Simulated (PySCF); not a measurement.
```xyz
22

N     4.7152    0.5371   -0.2562
Si    3.3719   -0.3878    0.3073
Si    1.5581    0.7412   -0.5029
O     0.3620   -0.1344    0.1846
C    -0.9719   -0.0896    0.0327
C    -1.6920    0.5966   -0.8440
C    -3.1614    0.3669   -0.6486
C    -3.2158   -0.8355    0.3131
C    -1.8316   -0.8954    0.9740
H     5.6404    0.1571   -0.1436
H     4.7399    1.5272   -0.0805
H     3.3803   -0.6250    1.7704
H     3.6262   -1.7095   -0.2794
H     1.3774    2.1572   -0.1231
H     1.3935    0.7669   -1.9659
H    -1.3041    1.2615   -1.5944
H    -3.6767    0.1571   -1.5873
H    -3.6255    1.2537   -0.2053
H    -4.0132   -0.7359    1.0479
H    -3.3904   -1.7506   -0.2554
H    -1.8328   -0.4253    1.9620
H    -1.4599   -1.9139    1.0923
```

Geometry: GFN2-xTB.

Computed with PySCF 2.14.0, PBE0/pcSseg-1, SCF density, gas phase, non-relativistic.

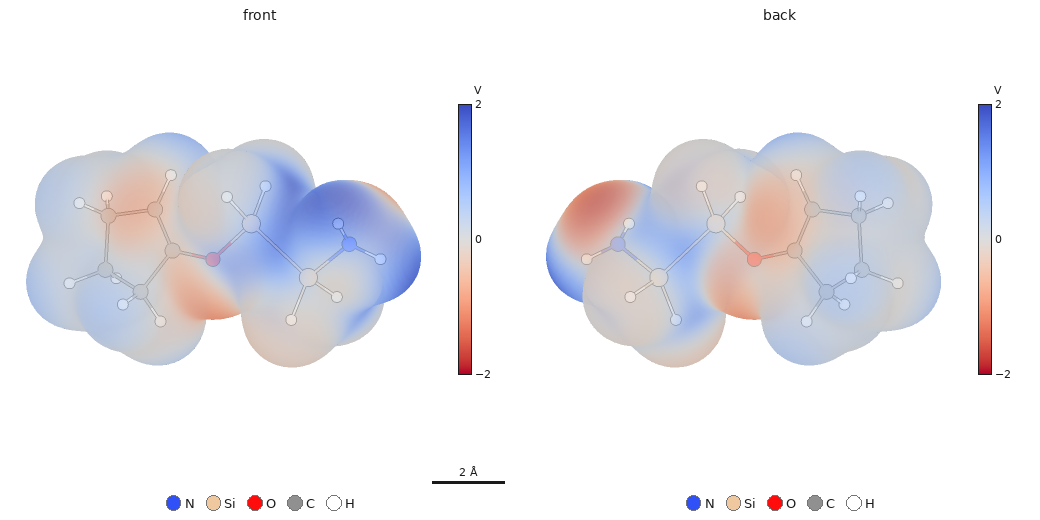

C5H13NOSi2 (SMILES N[SiH2][SiH2]OC1=CCCC1). The electrostatic potential painted on the density surface at 0.002 e/bohr³, seen from the front and from behind; the colour scale runs from red (negative) to blue (positive).

> Where is the surface potential most negative and most positive?

The most negative region (about −1.3 V) lies over N1, the most positive (about +1.6 V) over H10 and H11. N1 is the likeliest acceptor of a hydrogen bond.

> What dipole moment does the calculation give?

Its dipole moment is 1.17 D.
